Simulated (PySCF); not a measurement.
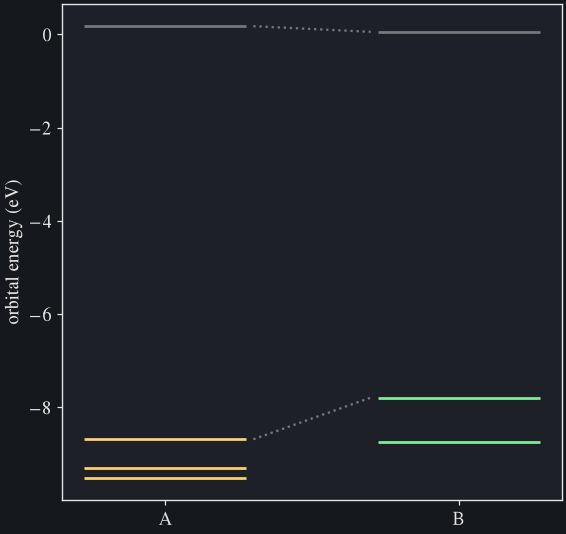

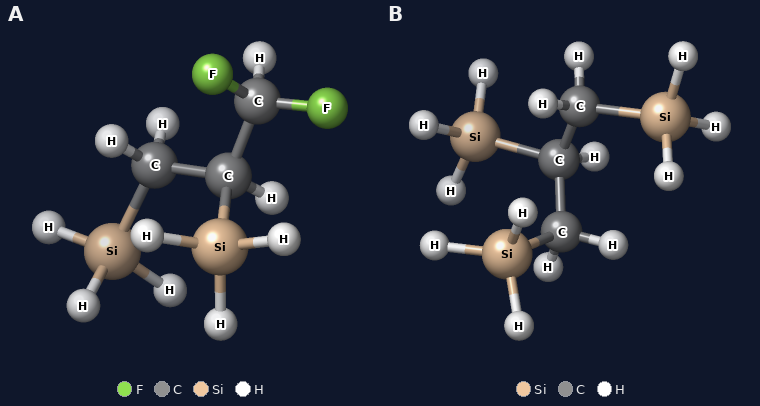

Related molecules: A is C₃H₁₀F₂Si₂, SMILES FC(F)[C@@H]([SiH3])C[SiH3]; B is C₃H₁₄Si₃, SMILES [SiH3]CC([SiH3])C[SiH3]. Frontier orbital energies, PBE0/def2-SVPD with PySCF, at a PBE0-D3(BJ)/def2-SVP geometry (no frequency check); drawn are at most three filled levels and, in grey, the LUMO with any level within 0.03 eV of it; dotted lines join the HOMOs and the LUMOs.

Question: What does the change do to the frontier levels?

Answer: From A to B the HOMO rises by 0.89 eV and the LUMO falls by 0.12 eV, so the separation goes from 8.86 to 7.85 eV.

Question: Does the ΔSCF ionisation energy follow the HOMO?

Answer: A: −ε(HOMO) 8.68, ΔSCF 10.46 eV; B: −ε(HOMO) 7.79, ΔSCF 9.46 eV.

Limits of at least one run: empty levels above zero depend strongly on the basis; one conformer of a flexible molecule.
